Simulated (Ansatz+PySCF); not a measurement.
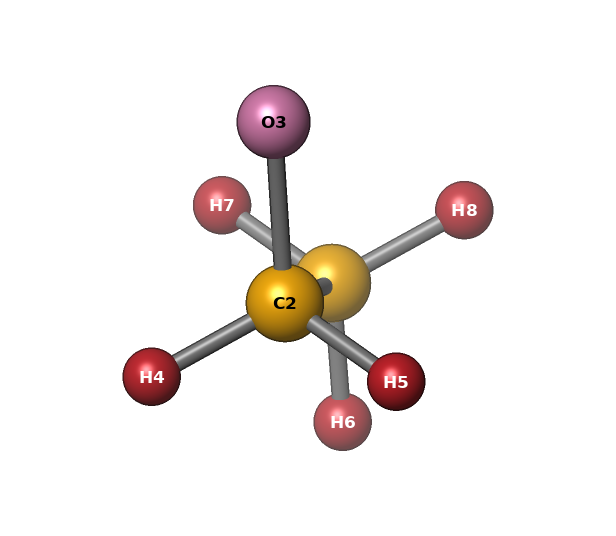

Figure made from data computed with Ansatz+PySCF.

C1 lies behind C2. The molecule seen a little off the C2–C1 bond, C2 in front. Atoms fade into the background with distance from the viewer. Charge 0, doublet. Geometry: a fixed input geometry, not necessarily a minimum.

Q: What is the torsion angle O3–C2–C1–H6? The sign is positive where the front bond must turn clockwise to cover the back bond.

A: 180°, antiperiplanar (anti). The bonds about C2–C1 are staggered.
